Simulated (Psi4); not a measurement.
# N2 (nitrogen): MP2/2ZaPa-NR (density fitting, density fitting for correlation, sweep point 1)

What is the vertical electron affinity of N2 (nitrogen) at MP2/2ZaPa-NR (density fitting, density fitting for correlation, sweep point 1)? 

Program for the calculation: Psi4 1.11.

3 further runs of the same task are left out: 3 that didn't finish.

## 1. The structure to begin with

N2 has 2 atoms, charge 0, and is taken as a singlet. As SMILES, `N#N`. The shape is that of a PBE0-D4/def2-TZVP optimisation.

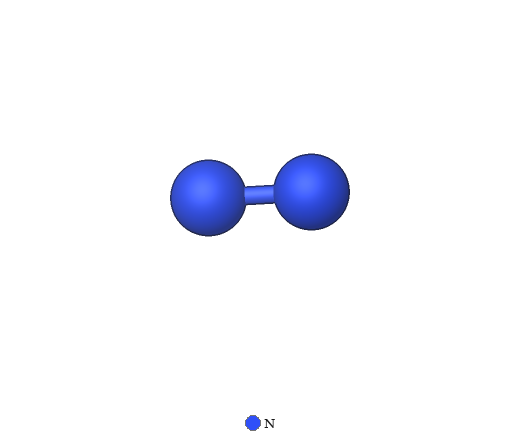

The structure, seen from a chosen angle (nitrogen blue).

## 2. The energy at MP2/2ZaPa-NR (density fitting, density fitting for correlation, sweep point 1)

Input file calc.in:

```
memory 1.6 GB

molecule molecule1 {
  0 1
  N      0.87966751    -0.28402584     0.45315632
  N     -0.87966751     0.28402584    -0.45315632
  units bohr
  symmetry c1
}

set {
  basis 2ZaPa-NR
  puream true
  scf_type df
  num_frozen_docc 2
}

result = energy('mp2')
```

Run with:

```
$ psi4 -n 1 calc.in calc.out
```

calc.out:

```text
[...]
  Running in c1 symmetry.
[...]
  Nuclear repulsion =   23.798341825492368
[...]
  Multiplicity = 1
[...]
  Nalpha       = 7
  Nbeta        = 7
[...]
    Number of basis functions: 36
[...]
   @DF-RHF iter   1:  -108.96295595119526   -8.84078e-01   2.69178e-03 ADIIS/DIIS
[...]
   @DF-RHF iter   8:  -108.96867932203433   -3.24007e-12   4.25568e-09 DIIS
[...]
    Orbital Energies [Eh]
    ---------------------
    Doubly Occupied:
       1A    -15.691301     2A    -15.687701     3A     -1.486270
       4A     -0.778772     5A     -0.636152     6A     -0.620504
       7A     -0.620504
[...]
  @DF-RHF Final Energy:  -108.96867932203433
   => Energetics <=
    Nuclear Repulsion Energy =             23.7983418254923684
    One-Electron Energy =                -194.4916344681504938
    Two-Electron Energy =                  61.7246133206237886
    Total Energy =                       -108.9686793220343333
[...]
 Multipole Moments:
 ------------------------------------------------------------------------------------
     Multipole            Electronic (a.u.)      Nuclear  (a.u.)        Total (a.u.)
 ------------------------------------------------------------------------------------
 L = 1.  Multiply by 2.5417464519 to convert [e a0] to [Debye]
 Dipole X            :          0.0000000            0.0000000            0.0000000
 Dipole Y            :          0.0000000            0.0000000            0.0000000
 Dipole Z            :          0.0000000            0.0000000            0.0000000
 Magnitude           :                                                    0.0000000
[...]
```

It took 2.1 s on 1 thread of Intel Xeon Platinum 8375C at 2.90GHz (Ice Lake), shared host; peak memory 0.19 GiB.

## 3. The doublet anion at the same level

Input file calc.inp:

```
memory 1600 mb

molecule {
  -1 2
  N      0.87966751    -0.28402584     0.45315632
  N     -0.87966751     0.28402584    -0.45315632
  units bohr
  symmetry c1
}

set {
  reference uhf
  puream true
  scf_type df
  num_frozen_docc 2
  maxiter 100
}

e_tot, wfn = energy('mp2/2ZaPa-NR', return_wfn=True)
```

Run with:

```
$ psi4 calc.inp calc.out -n 1
```

calc.out:

```text
[...]
  Running in c1 symmetry.
[...]
  Nuclear repulsion =   23.798341825492368
[...]
  Multiplicity = 2
[...]
  Nalpha       = 8
  Nbeta        = 7
[...]
    Number of basis functions: 36
[...]
   @DF-UHF iter   1:  -108.79039316212142   -7.11515e-01   9.19971e-03 ADIIS/DIIS
[...]
   @DF-UHF iter  12:  -108.86285578099765   -9.80549e-13   2.61547e-09 DIIS
[...]
   @S^2 Observed:                7.549524005E-01
[...]
    Orbital Energies [Eh]
    ---------------------
    Alpha Occupied:
       1A    -15.321633     2A    -15.318478     3A     -1.145850
       4A     -0.478190     5A     -0.367809     6A     -0.308614
       7A     -0.285681     8A      0.071343
    Alpha Virtual:
       9A      0.274653    10A      0.334006    11A      0.345116
      12A      0.349789    13A      0.350366    14A      0.418598
      15A      0.419827    16A      0.539189    17A      0.551592
      18A      1.021546    19A      1.264807    20A      1.372114
      21A      1.385532    22A      1.455913    23A      1.495361
      24A      1.542258    25A      1.668740    26A      1.926472
[...]
  @DF-UHF Final Energy:  -108.86285578099765
   => Energetics <=
    Nuclear Repulsion Energy =             23.7983418254923684
    One-Electron Energy =                -199.2311848557882286
    Two-Electron Energy =                  66.5699872492982081
    Total Energy =                       -108.8628557809976485
  UHF NO Occupations:
  HONO-2 :    6  A 1.9994678
  HONO-1 :    7  A 1.9983170
[...]
 Multipole Moments:
 ------------------------------------------------------------------------------------
     Multipole            Electronic (a.u.)      Nuclear  (a.u.)        Total (a.u.)
 ------------------------------------------------------------------------------------
 L = 1.  Multiply by 2.5417464519 to convert [e a0] to [Debye]
 Dipole X            :          0.0000000            0.0000000            0.0000000
 Dipole Y            :         -0.0000000            0.0000000           -0.0000000
 Dipole Z            :          0.0000000            0.0000000            0.0000000
 Magnitude           :                                                    0.0000000
[...]
```

It took 2.1 s on 1 thread of Intel Xeon Platinum 8375C at 2.90GHz (Ice Lake), shared host; peak memory 0.2 GiB.

## 4. Results

Level: MP2/2ZaPa-NR (density fitting, density fitting for correlation, sweep point 1), 2 core orbitals frozen.

```
                                                                 quantity          value
                                                 singlet N2: total energy  -109.27848 Eh
                          singlet N2: HOMO energy (Hartree–Fock orbitals)      -16.88 eV
                          singlet N2: LUMO energy (Hartree–Fock orbitals)        3.09 eV
                        singlet N2: HOMO–LUMO gap (Hartree–Fock orbitals)       19.98 eV
                  singlet N2: correlation energy (2 core orbitals frozen)     -309.8 mEh
                                              doublet anion: total energy  -109.16926 Eh
doublet anion: HOMO energy (Hartree–Fock orbitals) (highest over α and β)        1.94 eV
 doublet anion: LUMO energy (Hartree–Fock orbitals) (lowest over α and β)        7.47 eV
               doublet anion: correlation energy (2 core orbitals frozen)     -306.4 mEh
                         doublet anion: ⟨S²⟩ of the reference determinant          0.755
                        vertical electron affinity (to the doublet anion)      -2.972 eV
```

In words: The anion lies 2.97 eV (287 kJ/mol) above the neutral: the electron isn't bound at this level, and such a value depends on the basis. Without diffuse functions anions come out too high. The HOMO (doublet anion) lies at positive energy, 1.94 eV: the electron is unbound at this level or held by a compact basis; values depend on the basis.
